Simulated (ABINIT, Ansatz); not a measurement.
## TaAl (Pm-3m): from the cell to the phonon bands

Aim: the phonon dispersion of TaAl (Pm-3m), checked by a second program.

Calculated with ABINIT 10.8.3; DFT LDA, scalar-relativistic, plane waves, PseudoDojo norm-conserving pseudopotentials.

The structure was built from a prototype and need not be the compound's stable phase.

### 1. The starting structure

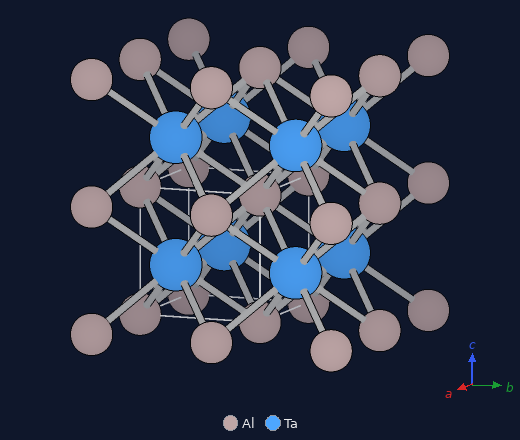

Start, viewed slightly off an axis; aluminium light grey, tantalum blue. 2×2×2 cells are drawn. Some periodic images of atoms are drawn too.

### 2. A probe with smearing

A first run with smearing and empty bands tells whether the crystal has a gap, which decides between fixed occupations and smearing later on.

Input file probe.abi:

```
# ground state
tolvrs 1.0d-08
prtden 1
prtwf 1

# basis, mesh and filling
ecut 25.0
ngkpt 6 6 6
nshiftk 1
shiftk 0.0 0.0 0.0
istwfk *1
occopt 7
tsmear 0.005
nband 14
nstep 100
diemac 9.0
prtebands 0
prtgsr 0
useylm 1

# cell and atoms
acell 3*1.0 Angstrom
rprim 
    3.20022785 0.0 0.0
    0.0 3.20022785 0.0
    0.0 0.0 3.20022785
ntypat 2
znucl 13 73
natom 2
typat 1 2
xred 
    0.0 0.0 0.0
    0.5 0.5 0.5
pp_dirpath "./pseudo"
pseudos "Al.upf, Ta.upf"
```

The run is started by

```console
$ OMP_NUM_THREADS=1 mpirun -n 4 abinit probe.abi > probe.log
```

Numbers of over 12 decimals in the logs are rounded to 6 here.

probe.abo, the main output file:

```text
[banners, grids, parts of the stress and lines that vanish by symmetry left out]
- input  file    -> probe.abi
- output file    -> probe.abo
- root for input  files -> probei
[...]
Symmetries : space group Pm -3 m (#221); Bravais cP (primitive cubic)
[...]
mpw =        1357          nfft =       27000          nkpt =          20
[...]
== DATASET  1 ==================================================================
[...]
cutoff_energies: {ecut:  25.0, pawecutdg:  -1.0, }
[...]
ETOT  1  -67.479708247933    -6.748E+01 1.290E-01 1.722E+01
 ETOT  2  -67.516872667572    -3.716E-02 2.478E-02 8.433E+00
 ETOT  3  -67.519155403541    -2.283E-03 2.645E-03 6.971E-03
 ETOT  4  -67.519157717194    -2.314E-06 4.637E-03 1.828E-04
 ETOT  5  -67.519157771611    -5.442E-08 6.351E-04 1.753E-06
 ETOT  6  -67.519157772023    -4.119E-10 1.493E-03 4.169E-08
 ETOT  7  -67.519157772036    -1.280E-11 1.241E-04 2.032E-10
 At SCF step    7       vres2   =  2.03E-10 < tolvrs=  1.00E-08 =>converged.
[...]
sigma(1 1)=  1.87242948E-04  sigma(3 2)=  0.00000000E+00
  sigma(2 2)=  1.87242948E-04  sigma(3 1)=  0.00000000E+00
  sigma(3 3)=  1.87242948E-04  sigma(2 1)=  0.00000000E+00
[...]
convergence: {deltae: -1.280E-11, res2:  2.032E-10, residm:  1.241E-04, diffor: null, }
etotal    :  -6.75191578E+01
[...]
sigma(1 1)=  1.87242948E-04  sigma(3 2)=  0.00000000E+00
  sigma(2 2)=  1.87242948E-04  sigma(3 1)=  0.00000000E+00
  sigma(3 3)=  1.87242948E-04  sigma(2 1)=  0.00000000E+00
[...]
- sigma(1 1)=  5.50887773E+00  sigma(3 2)=  0.00000000E+00
- sigma(2 2)=  5.50887773E+00  sigma(3 1)=  0.00000000E+00
- sigma(3 3)=  5.50887773E+00  sigma(2 1)=  0.00000000E+00
[...]
fcart     -0.0000000000E+00 -0.0000000000E+00 -0.0000000000E+00
           strten      1.8724294813E-04  1.8724294813E-04  1.8724294813E-04
================================================================================

[key lines of the parts left out:]
pressure_GPa:  -5.5089E+00
```

Wall time 4.8 s (4 MPI ranks of Arm Neoverse V1, shared host).

Numbers from this step:

```
volume per atom   : 16.39 Å³
pressure          : -5.509 GPa
gap on the k-mesh : 0 eV
```

No gap opens on this mesh, so smearing is kept; the printed pressure holds the stress of the finite basis too.

### 3. Rough relaxation

The typed start is rough, so a first relaxation with smearing and loose thresholds takes it towards rest cheaply.

Input file prerelax.abi:

```
# relaxation
ionmov 2
optcell 2
dilatmx 1.15
chkdilatmx 0
ntime 40
tolmxf 3.0d-04
tolvrs 1.0d-10
prtwf 0
prtden 0
chksymtnons 0

# basis, mesh and filling
ecut 26.0
ecutsm 3.0
ngkpt 6 6 6
nshiftk 1
shiftk 0.0 0.0 0.0
istwfk *1
occopt 7
tsmear 0.005
nband 14
nstep 100
diemac 1000000.0
prtebands 0
prtgsr 0
useylm 1

# cell and atoms
acell 3*1.0 Angstrom
rprim 
    3.20022785 0.0 0.0
    0.0 3.20022785 0.0
    0.0 0.0 3.20022785
ntypat 2
znucl 13 73
natom 2
typat 1 2
xred 
    0.0 0.0 0.0
    0.5 0.5 0.5
pp_dirpath "./pseudo"
pseudos "Al.upf, Ta.upf"
```

The run is started by

```console
$ OMP_NUM_THREADS=1 mpirun -n 4 abinit prerelax.abi > prerelax.log
```

prerelax.abo, the main output file:

```text
[banners, grids, parts of the stress and lines that vanish by symmetry left out]
- input  file    -> prerelax.abi
- output file    -> prerelax.abo
- root for input  files -> prerelaxi
[...]
Symmetries : space group Pm -3 m (#221); Bravais cP (primitive cubic)
[...]
mpw =        2176          nfft =       32768          nkpt =          20
[...]
== DATASET  1 ==================================================================
[...]
cutoff_energies: {ecut:  26.0, pawecutdg:  -1.0, }
[...]
ETOT  1  -67.485667439447    -6.749E+01 8.631E-02 2.086E+01
 ETOT  2  -67.517427777186    -3.176E-02 1.340E-02 7.415E+00
 ETOT  3  -67.519075046462    -1.647E-03 3.697E-03 1.514E-02
 ETOT  4  -67.519077725551    -2.679E-06 2.012E-03 3.351E-04
 ETOT  5  -67.519077804524    -7.897E-08 1.124E-03 5.060E-07
[...]
At SCF step    8       vres2   =  5.53E-13 < tolvrs=  1.00E-10 =>converged.
[...]
ETOT  6  -67.519734242307     1.165E-12 1.390E-08 5.146E-13
 At SCF step    6       vres2   =  5.15E-13 < tolvrs=  1.00E-10 =>converged.
[...]
sigma(1 1)=  1.11708164E-07  sigma(3 2)=  0.00000000E+00
  sigma(2 2)=  1.11708164E-07  sigma(3 1)=  0.00000000E+00
  sigma(3 3)=  1.11708164E-07  sigma(2 1)=  0.00000000E+00
[...]
convergence: {deltae:  1.165E-12, res2:  5.146E-13, residm:  1.390E-08, diffor: null, }
etotal    :  -6.75197342E+01
[...]
At Broyd/MD step   4, gradients are converged :
[...]
sigma(1 1)=  1.11708164E-07  sigma(3 2)=  0.00000000E+00
  sigma(2 2)=  1.11708164E-07  sigma(3 1)=  0.00000000E+00
  sigma(3 3)=  1.11708164E-07  sigma(2 1)=  0.00000000E+00
[...]
- sigma(1 1)=  3.28656765E-03  sigma(3 2)=  0.00000000E+00
- sigma(2 2)=  3.28656765E-03  sigma(3 1)=  0.00000000E+00
- sigma(3 3)=  3.28656765E-03  sigma(2 1)=  0.00000000E+00
[...]
fcart     -0.0000000000E+00 -0.0000000000E+00 -0.0000000000E+00
           strten      1.1170816379E-07  1.1170816380E-07  1.1170816381E-07
================================================================================

[key lines of the parts left out:]
pressure_GPa:  -3.2866E-03
Total energy (etotal) [Ha]= -6.75197342423074E+01
```

Wall time 12 s (4 MPI ranks); 48 s of CPU time.

Step by step:

```tsv
step	energy less that of the first step (eV)	largest force (eV/Å)	volume (Å³)
1	0.0000	0.0000	32.78
2	-0.0130	0.0000	32.26
3	-0.0179	0.0000	31.68
4	-0.0179	0.0000	31.71
```

```tsv
conventional cell, symmetrised	before	after	change
a (Å)	3.200	3.165	-1.1 %
b (Å)	3.200	3.165	-1.1 %
c (Å)	3.200	3.165	-1.1 %
volume (Å³/atom)	16.39	15.85	-3.3 %
```

The relaxed structure:

```
Al Ta
1.0
     3.16508    0.00000    0.00000
     0.00000    3.16508    0.00000
     0.00000    0.00000    3.16508
Al Ta
1 1
Direct
  0.00000 0.00000 0.00000
  0.50000 0.50000 0.50000
```

This step gave:

```yaml
volume_per_atom: 15.85 Å³
pressure: -0.003287 GPa
```

The volume changes by -3.3 % in this run and stands -3.3 % from the first cell.

### 4. Relaxing the cell and atoms

The harmonic expansion needs vanishing forces, and a free crystal bears no stress, so cell and atoms are brought to rest. Stress is more sensitive to the basis than forces are: the last 3 Ha under the cutoff are smoothed with ecutsm, and the cutoff is raised above that of the later runs.

Input file relax.abi:

```
# relaxation
ionmov 2
optcell 2
dilatmx 1.08
ntime 40
tolmxf 1.0d-05
tolvrs 1.0d-14
prtwf 0
prtden 0
chksymtnons 0

# basis, mesh and filling
ecut 32.0
ecutsm 3.0
ngkpt 8 8 8
nshiftk 1
shiftk 0.0 0.0 0.0
istwfk *1
occopt 3
tsmear 0.01
nband 14
nstep 100
diemac 1000000.0
prtebands 0
prtgsr 0
useylm 1

# cell and atoms
acell 3*1.0 Angstrom
rprim 
    3.165078108 0.0 0.0
    0.0 3.165078108 0.0
    0.0 0.0 3.165078108
ntypat 2
znucl 13 73
natom 2
typat 1 2
xred 
    0.0 0.0 0.0
    0.5 0.5 0.5
pp_dirpath "./pseudo"
pseudos "Al.upf, Ta.upf"
```

The run is started by

```console
$ OMP_NUM_THREADS=1 mpirun -n 4 abinit relax.abi > relax.log
```

relax.abo, the main output file:

```text
[banners, grids, parts of the stress and lines that vanish by symmetry left out]
- input  file    -> relax.abi
- output file    -> relax.abo
- root for input  files -> relaxi
[...]
Symmetries : space group Pm -3 m (#221); Bravais cP (primitive cubic)
[...]
mpw =        2360          nfft =       46656          nkpt =          35
[...]
== DATASET  1 ==================================================================
[...]
cutoff_energies: {ecut:  32.0, pawecutdg:  -1.0, }
[...]
ETOT  1  -67.487368688982    -6.749E+01 1.204E-01 2.086E+01
 ETOT  2  -67.526991018422    -3.962E-02 2.676E-02 5.324E+00
 ETOT  3  -67.527784273824    -7.933E-04 5.054E-03 2.999E-02
 ETOT  4  -67.527789021671    -4.748E-06 4.293E-03 1.087E-04
 ETOT  5  -67.527789036711    -1.504E-08 1.179E-03 9.841E-07
[...]
At SCF step    9       vres2   =  4.56E-16 < tolvrs=  1.00E-14 =>converged.
[...]
sigma(1 1)= -3.71490134E-05  sigma(3 2)=  0.00000000E+00
  sigma(2 2)= -3.71490134E-05  sigma(3 1)=  0.00000000E+00
  sigma(3 3)= -3.71490134E-05  sigma(2 1)=  0.00000000E+00
[...]
convergence: {deltae: -1.123E-12, res2:  4.564E-16, residm:  4.158E-04, diffor: null, }
etotal    :  -6.75277890E+01
[...]
ETOT  1  -67.527624355472    -6.753E+01 2.093E-04 1.230E+00
[...]
At SCF step    8       vres2   =  1.39E-16 < tolvrs=  1.00E-14 =>converged.
[...]
sigma(1 1)= -1.81626086E-05  sigma(3 2)=  0.00000000E+00
  sigma(2 2)= -1.81626086E-05  sigma(3 1)=  0.00000000E+00
  sigma(3 3)= -1.81626086E-05  sigma(2 1)=  0.00000000E+00
[...]
convergence: {deltae: -1.819E-12, res2:  1.386E-16, residm:  4.500E-05, diffor: null, }
etotal    :  -6.75278088E+01
[...]
ETOT  1  -67.527643100472    -6.753E+01 2.881E-05 1.144E+00
[...]
At SCF step    8       vres2   =  1.26E-16 < tolvrs=  1.00E-14 =>converged.
[...]
sigma(1 1)= -1.40897192E-07  sigma(3 2)=  0.00000000E+00
  sigma(2 2)= -1.40897192E-07  sigma(3 1)=  0.00000000E+00
  sigma(3 3)= -1.40897192E-07  sigma(2 1)=  0.00000000E+00
[...]
convergence: {deltae: -8.669E-13, res2:  1.262E-16, residm:  1.815E-05, diffor: null, }
etotal    :  -6.75278151E+01
[...]
ETOT  1  -67.527815123275    -6.753E+01 1.392E-05 7.030E-05
[...]
ETOT  5  -67.527815133859    -3.268E-13 2.758E-06 4.500E-13
 ETOT  6  -67.527815133855     3.993E-12 6.284E-06 6.535E-16
 At SCF step    6       vres2   =  6.54E-16 < tolvrs=  1.00E-14 =>converged.
[...]
sigma(1 1)= -5.39992787E-10  sigma(3 2)=  0.00000000E+00
  sigma(2 2)= -5.39992789E-10  sigma(3 1)=  0.00000000E+00
  sigma(3 3)= -5.39992783E-10  sigma(2 1)=  0.00000000E+00
[...]
convergence: {deltae:  3.993E-12, res2:  6.535E-16, residm:  6.284E-06, diffor: null, }
etotal    :  -6.75278151E+01
[...]
At Broyd/MD step   4, gradients are converged :
[...]
sigma(1 1)= -5.39992787E-10  sigma(3 2)=  0.00000000E+00
  sigma(2 2)= -5.39992789E-10  sigma(3 1)=  0.00000000E+00
  sigma(3 3)= -5.39992783E-10  sigma(2 1)=  0.00000000E+00
[...]
- sigma(1 1)= -1.58871363E-05  sigma(3 2)=  0.00000000E+00
- sigma(2 2)= -1.58871364E-05  sigma(3 1)=  0.00000000E+00
- sigma(3 3)= -1.58871362E-05  sigma(2 1)=  0.00000000E+00
[...]
fcart     -0.0000000000E+00 -0.0000000000E+00 -0.0000000000E+00
           strten     -5.3999278746E-10 -5.3999278920E-10 -5.3999278313E-10
================================================================================

[key lines of the parts left out:]
pressure_GPa:   1.5887E-05
Total energy (etotal) [Ha]= -6.75278151338552E+01
```

Run time: 32 s. Hardware: 4 MPI ranks.

The steps of the relaxation:

```tsv
step	energy less that of the first step (eV)	largest force (eV/Å)	volume (Å³)
1	0.0000	0.0000	31.71
2	-0.0005	0.0000	31.81
3	-0.0007	0.0000	31.92
4	-0.0007	0.0000	31.92
```

```tsv
conventional cell, symmetrised	before	after	change
a (Å)	3.165	3.172	+0.2 %
b (Å)	3.165	3.172	+0.2 %
c (Å)	3.165	3.172	+0.2 %
volume (Å³/atom)	15.85	15.96	+0.7 %
```

The relaxed structure:

```xyz
2
Lattice="3.1720 0.0000 0.0000 0.0000 3.1720 0.0000 0.0000 0.0000 3.1720" Properties=species:S:1:pos:R:3 pbc="T T T"
Al    0.0000    0.0000    0.0000
Ta    1.5860    1.5860    1.5860
```

Read from the output:

* volume per atom: 15.96 Å³
* pressure: 1.59e-5 GPa

The volume changes by +0.7 % in this run and stands -2.6 % from the first cell.

### 5. Self-consistent run for the response

First-order wavefunctions inherit every error of the ground state, hence the very tight tolvrs. Smearing stays on, as the first look found no gap above 0.3 eV.

Input file gs.abi:

```
# ground state
tolvrs 1.0d-16
prtden 1
prtwf 1

# basis, mesh and filling
ecut 25.0
ngkpt 8 8 8
nshiftk 1
shiftk 0.0 0.0 0.0
istwfk *1
occopt 3
tsmear 0.01
nband 14
nstep 100
diemac 1000000.0
prtebands 0
prtgsr 0
useylm 1

# cell and atoms
acell 3*1.0 Angstrom
rprim 
    3.172028644 0.0 0.0
    0.0 3.172028644 0.0
    0.0 0.0 3.172028644
ntypat 2
znucl 13 73
natom 2
typat 1 2
xred 
    0.0 0.0 0.0
    0.5 0.5 0.5
pp_dirpath "./pseudo"
pseudos "Al.upf, Ta.upf"
```

The run is started by

```console
$ OMP_NUM_THREADS=1 mpirun -n 4 abinit gs.abi > gs.log
```

gs.abo, the main output file:

```text
[banners, grids, parts of the stress and lines that vanish by symmetry left out]
- input  file    -> gs.abi
- output file    -> gs.abo
- root for input  files -> gsi
[...]
Symmetries : space group Pm -3 m (#221); Bravais cP (primitive cubic)
[...]
mpw =        1328          nfft =       27000          nkpt =          35
[...]
== DATASET  1 ==================================================================
[...]
cutoff_energies: {ecut:  25.0, pawecutdg:  -1.0, }
[...]
ETOT  1  -67.490515408003    -6.749E+01 1.255E-01 1.466E+01
 ETOT  2  -67.526205748846    -3.569E-02 2.161E-02 5.437E+00
 ETOT  3  -67.527637590132    -1.432E-03 9.647E-03 1.494E-02
 ETOT  4  -67.527640570672    -2.981E-06 4.344E-03 2.835E-04
 ETOT  5  -67.527640651832    -8.116E-08 5.475E-03 5.665E-07
[...]
ETOT  9  -67.527640651966     2.657E-12 2.115E-04 7.827E-16
 ETOT 10  -67.527640651967    -4.121E-13 1.393E-04 3.252E-19
 At SCF step   10       vres2   =  3.25E-19 < tolvrs=  1.00E-16 =>converged.
[...]
sigma(1 1)=  1.09492995E-05  sigma(3 2)=  0.00000000E+00
  sigma(2 2)=  1.09492995E-05  sigma(3 1)=  0.00000000E+00
  sigma(3 3)=  1.09492995E-05  sigma(2 1)=  0.00000000E+00
[...]
convergence: {deltae: -4.121E-13, res2:  3.252E-19, residm:  1.393E-04, diffor: null, }
etotal    :  -6.75276407E+01
[...]
sigma(1 1)=  1.09492995E-05  sigma(3 2)=  0.00000000E+00
  sigma(2 2)=  1.09492995E-05  sigma(3 1)=  0.00000000E+00
  sigma(3 3)=  1.09492995E-05  sigma(2 1)=  0.00000000E+00
[...]
- sigma(1 1)=  3.22139514E-01  sigma(3 2)=  0.00000000E+00
- sigma(2 2)=  3.22139514E-01  sigma(3 1)=  0.00000000E+00
- sigma(3 3)=  3.22139514E-01  sigma(2 1)=  0.00000000E+00
[...]
fcart     -0.0000000000E+00 -0.0000000000E+00 -0.0000000000E+00
           strten      1.0949299533E-05  1.0949299533E-05  1.0949299533E-05
================================================================================

[key lines of the parts left out:]
pressure_GPa:  -3.2214E-01
```

Elapsed: 8 s, on 4 MPI ranks; 32 s of CPU time.

This step gave:

```
pressure : -0.3221 GPa
```

The cell stands at -0.32 GPa: the relaxation ran with a smoothed and higher cutoff, and the difference is a stress of the finite basis.

(Continued in part 2 of 4.)

[Host names and launcher messages were left out of these logs when they were recorded.]

[Logs are printed without paths, hosts, clocks, repeated set-up lines and the standing remarks that a program may print on its own settings, such as how far it seeks lower states.]

[Hosts, paths, dates, database ids (printed as entryN), source tags and the programs' standing remarks are cut or masked in the printed files.]
